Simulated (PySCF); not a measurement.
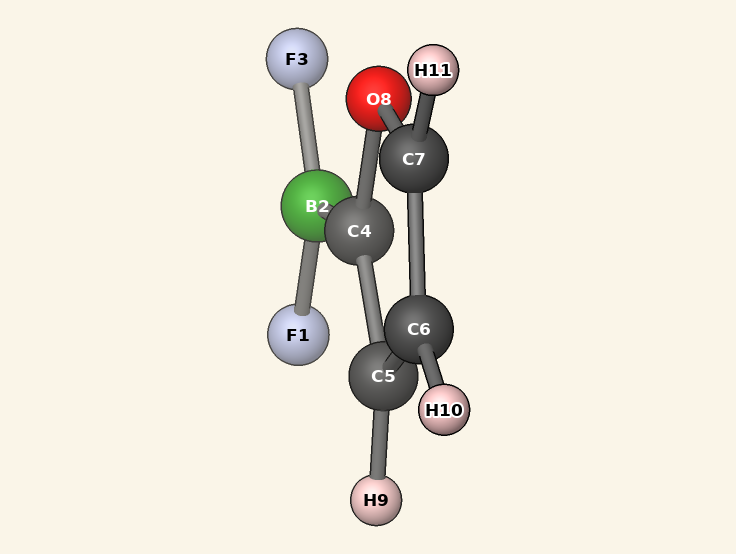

B2 lies behind C4. The molecule seen a little off the C4–B2 bond, C4 in front. Atoms fade into the background with distance from the viewer. The geometry was computed by an optimisation with GFN2-xTB. No frequency run is at hand to confirm it as a minimum.

What is the torsion angle O8–C4–B2–F1? The sign is positive where the front bond must turn clockwise to cover the back bond.

Answer. 180°, antiperiplanar (anti).
